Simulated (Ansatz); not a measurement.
**NH₄+ (singlet): correlated methods under varied settings at scale of all distances = 1.283**

What do other methods and options give for NH₄+ (singlet) at this geometry, and how long do they take?

Computed with Ansatz 0.2.0, Gaussian basis. Level: the settings change from run to run.

18 further runs of the same task are left out: 17 that didn't finish, 1 set aside as unsound or not needed.

## (1) What is computed

The geometry derives from a PBE0/def2-TZVP stationary point (not a proven minimum). All distances are scaled together.

5 atoms, charge 1, spin multiplicity 1.

Atoms are counted from 1 here; the program's logs count them from 0.

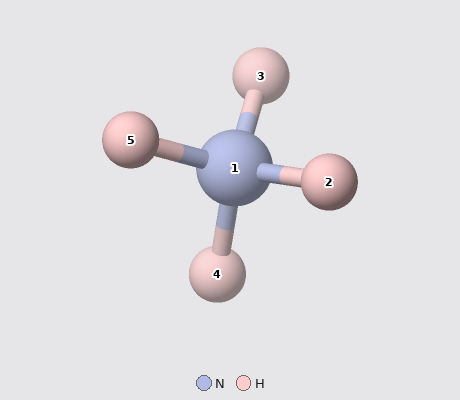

The geometry (nitrogen light blue, hydrogen pink); atoms are numbered from 1 in the order of the file.

## (2) CCSD(T)/6-31G

Input file in.yaml:

```yaml
crystal:
  periodic: [false, false, false]
  atoms:
    - {symbol: N, position_ang: [0.000000, 0.000000, 0.000000]}
    - {symbol: H, position_ang: [0.757410, 0.759924, 0.757244]}
    - {symbol: H, position_ang: [-0.760718, -0.754720, 0.759131]}
    - {symbol: H, position_ang: [-0.755665, 0.756454, -0.762444]}
    - {symbol: H, position_ang: [0.758973, -0.761658, -0.753931]}
basis:
  gaussian: {orbitals: 6-31G}
total_charge: 1
magnetization: {spin_polarized: false}
hamiltonian: {xc: {name: PBE}}
correlation: {method: ccsd_t, electrons: outside_noble_gas}
output: {forces: true}
```

Run with:

```
> ansatz run in.yaml --threads 1 --pin off --events-out ev --progress --plain --max-ram 2393MiB
```

The program printed (excerpt; [...] marks lines left out):

```text
Functional definition: PBE
  name "PBE"
  cite "Perdew, Burke & Ernzerhof, Phys. Rev. Lett. 77, 3865 (1996) doi:10.1103/PhysRevLett.77.3865"
  parent pbe
[...]
260 factors; integrals over basis functions are off by at most 2.3e-4 eV
[...]
mean field -1542.23776910 eV, -56.6761926481 hartree, gradient 2.1e-6 eV, S^2 0.000000; 0 other end points of the search recorded, 0 dependent functions left out
1 core orbitals not correlated: weight in the atoms' cores, before any rotation towards them, 1.000 or more for the frozen orbitals, at most 0.000 for the correlated occupied ones
reference -1532.80015886 eV, -56.3293668690 hartree; 4, 4 occupied and 12, 12 virtual orbitals, 260 factors
second order -4.34566703 eV of doubles, -0.15367071 eV of singles
cycle   1  -4.52151947 eV  change   -2.9e-2 eV  update   6.2e-2
[...]
cycle   8  -4.83902893 eV  change    9.1e-6 eV  update   4.4e-6
perturbative correction -0.09831546 eV, -0.0036130266 hartree
[...]
Total energy: -1537.73750325 eV, -56.5108109287 hartree
Atom 0 at     0.000000     0.000000     0.000000 Å, force    -0.000000     0.000000     0.000001 eV/Å
Atom 1 at     0.757410     0.759924     0.757244 Å, force    -2.879213    -2.888768    -2.878581 eV/Å
Atom 2 at    -0.760718    -0.754720     0.759131 Å, force     2.891786     2.868986    -2.885753 eV/Å
Atom 3 at    -0.755665     0.756454    -0.762444 Å, force     2.872580    -2.875578     2.898348 eV/Å
Atom 4 at     0.758973    -0.761658    -0.753931 Å, force    -2.885153     2.895360     2.865985 eV/Å
Dipole moment:    -0.000000    -0.000000     0.000000 e Å
```

It took 0.54 s on 1 thread of AMD EPYC 7R43, shared host.

From the report: correlation -4.9373 eV; T1 0.010; largest double amplitude 0.08. The orbitals are Kohn-Sham ones, so correlation energy and T1 don't compare with those on Hartree-Fock orbitals.

## (3) MP2 on RHF/6-31G

in.yaml: that of step 2 with these lines changed.

```diff
@@ -12,4 +12,3 @@
 magnetization: {spin_polarized: false}
-hamiltonian: {xc: {name: PBE}}
-correlation: {method: ccsd_t, electrons: outside_noble_gas}
+correlation: {method: mp2, electrons: all}
 output: {forces: true}
```

Launched as before.

The program printed (excerpt; [...] marks lines left out):

```text
Functional definition: HF
  name "HF"
  cite "Fock, Z. Phys. 61, 126 (1930) doi:10.1007/BF01340294"
  parent pbe
[...]
260 factors; integrals over basis functions are off by at most 2.3e-4 eV
[...]
mean field -1533.00416677 eV, -56.3368640213 hartree, gradient 2.5e-6 eV, S^2 0.000000; 0 other end points of the search recorded, 0 dependent functions left out
reference -1533.00416677 eV, -56.3368640213 hartree; 5, 5 occupied and 12, 12 virtual orbitals, 260 factors
second order -4.19183501 eV of doubles, -0.00000000 eV of singles
[...]
Total energy: -1537.19600178 eV, -56.4909111165 hartree
Atom 0 at     0.000000     0.000000     0.000000 Å, force    -0.000000     0.000000     0.000001 eV/Å
Atom 1 at     0.757410     0.759924     0.757244 Å, force    -2.975859    -2.985735    -2.975206 eV/Å
Atom 2 at    -0.760718    -0.754720     0.759131 Å, force     2.988855     2.965289    -2.982619 eV/Å
Atom 3 at    -0.755665     0.756454    -0.762444 Å, force     2.969004    -2.972102     2.995637 eV/Å
Atom 4 at     0.758973    -0.761658    -0.753931 Å, force    -2.981999     2.992548     2.962187 eV/Å
Dipole moment:     0.000000    -0.000000    -0.000000 e Å
```

Run time: 0.15 s. Hardware: 1 thread of AMD EPYC 7R43, shared host.

## (4) BCCD on RHF/6-31G

in.yaml: that of step 3 with these lines changed.

```diff
@@ -12,3 +12,4 @@
 magnetization: {spin_polarized: false}
-correlation: {method: mp2, electrons: all}
+correlation: {method: bccd, electrons: outside_noble_gas}
+scf: {lower_state_search: light}
 output: {forces: true}
```

Launched as before.

The program printed (excerpt; [...] marks lines left out):

```text
Functional definition: HF
  name "HF"
  cite "Fock, Z. Phys. 61, 126 (1930) doi:10.1007/BF01340294"
  parent pbe
[...]
260 factors; integrals over basis functions are off by at most 2.3e-4 eV
[...]
mean field -1533.00416677 eV, -56.3368640213 hartree, gradient 2.5e-6 eV, S^2 0.000000; 0 other end points of the search recorded, 0 dependent functions left out
1 core orbitals not correlated: weight in the atoms' cores, before any rotation towards them, 1.000 or more for the frozen orbitals, at most 0.000 for the correlated occupied ones
reference -1533.00416677 eV, -56.3368640213 hartree; 4, 4 occupied and 12, 12 virtual orbitals, 260 factors
second order -4.16135277 eV of doubles, -0.00000000 eV of singles
cycle   1  -4.31775830 eV  change   -1.6e-1 eV  update   6.5e-2
[...]
cycle   8  -4.65286462 eV  change   -7.8e-8 eV  update   6.9e-6
[...]
Total energy: -1537.65703139 eV, -56.5078536423 hartree
Atom 0 at     0.000000     0.000000     0.000000 Å, force     0.000000    -0.000000     0.000000 eV/Å
Atom 1 at     0.757410     0.759924     0.757244 Å, force    -2.927127    -2.936841    -2.926485 eV/Å
Atom 2 at    -0.760718    -0.754720     0.759131 Å, force     2.939910     2.916730    -2.933776 eV/Å
Atom 3 at    -0.755665     0.756454    -0.762444 Å, force     2.920384    -2.923432     2.946582 eV/Å
Atom 4 at     0.758973    -0.761658    -0.753931 Å, force    -2.933167     2.943543     2.913679 eV/Å
Dipole moment:     0.000000     0.000000    -0.000000 e Å
```

Run time: 0.24 s. Hardware: 1 thread of AMD EPYC 7R43, shared host.

From the report: correlation -4.6529 eV; largest double amplitude 0.08.

## (5) CCSDT(Q)/B on RHF/6-31G*

in.yaml: that of step 4 with these lines changed.

```diff
@@ -9,7 +9,6 @@
 basis:
-  gaussian: {orbitals: 6-31G}
+  gaussian: {orbitals: "6-31G*"}
 total_charge: 1
 magnetization: {spin_polarized: false}
-correlation: {method: bccd, electrons: outside_noble_gas}
-scf: {lower_state_search: light}
+correlation: {method: ccsdt_q_b, electrons: outside_noble_gas}
 output: {forces: true}
```

Launched as before.

The program printed (excerpt; [...] marks lines left out):

```text
Functional definition: HF
  name "HF"
  cite "Fock, Z. Phys. 61, 126 (1930) doi:10.1007/BF01340294"
  parent pbe
[...]
453 factors; integrals over basis functions are off by at most 8.9e-8 eV
[...]
mean field -1533.36960996 eV, -56.3502938107 hartree, gradient 1.8e-6 eV, S^2 0.000000; 0 other end points of the search recorded, 0 dependent functions left out
1 core orbitals not correlated: weight in the atoms' cores, before any rotation towards them, 1.000 or more for the frozen orbitals, at most 0.000 for the correlated occupied ones
reference -1533.36960996 eV, -56.3502938107 hartree; 4, 4 occupied and 18, 18 virtual orbitals, 453 factors
second order -5.49186776 eV of doubles, -0.00000000 eV of singles
cycle   1  -5.67213946 eV  change   -1.8e-1 eV  update   6.9e-2
[...]
cycle  12  -6.14401557 eV  change    5.5e-7 eV  update   1.7e-7
perturbative correction -0.02041717 eV, -0.0007503170 hartree
[...]
Total energy: -1539.53404269 eV, -56.5768325353 hartree
Atom 0 at     0.000000     0.000000     0.000000 Å, force     0.000000     0.000000     0.000001 eV/Å
Atom 1 at     0.757410     0.759924     0.757244 Å, force    -2.982444    -2.992342    -2.981790 eV/Å
Atom 2 at    -0.760718    -0.754720     0.759131 Å, force     2.995468     2.971851    -2.989219 eV/Å
Atom 3 at    -0.755665     0.756454    -0.762444 Å, force     2.975574    -2.978679     3.002266 eV/Å
Atom 4 at     0.758973    -0.761658    -0.753931 Å, force    -2.988598     2.999170     2.968742 eV/Å
Dipole moment:    -0.000000     0.000000    -0.000000 e Å
```

Wall time 3.7 s (1 thread of AMD EPYC 7R43, shared host).

From the report: correlation -6.1644 eV; T1 0.011; largest double amplitude 0.08.

## (6) The runs in one table

Where basis and cores are those of an earlier FCI/6-31G run (-1537.7764 eV), and the state is the same kind, the miss against it is given.

```tsv
level	correlated	functions	energy (eV)	from FCI (meV)	time
CCSD(T)/6-31G (on PBE orbitals)	outside noble gas	17	-1537.7375	38.9	0.54 s
MP2 on RHF/6-31G	all	17	-1537.1960		0.15 s
BCCD on RHF/6-31G	outside noble gas	17	-1537.6570	119.4	0.24 s
CCSDT(Q)/B on RHF/6-31G*	outside noble gas	23	-1539.5340		3.7 s
```

## (7) Summary of results

```
quantity                            value
    runs                                4
quickest         MP2 on RHF/6-31G, 0.15 s
 slowest  CCSDT(Q)/B on RHF/6-31G*, 3.7 s
```

What this shows: Total energies in different bases, with other cores or another treatment of relativity can't be set against each other. CCSDT(Q)/B on RHF/6-31G* took 25 times as long as MP2 on RHF/6-31G; the jobs differ in more than the method. Among the correlated runs with a miss given, it spans +39 to +119 meV. Cores frozen from Kohn-Sham orbitals shift the total energy.
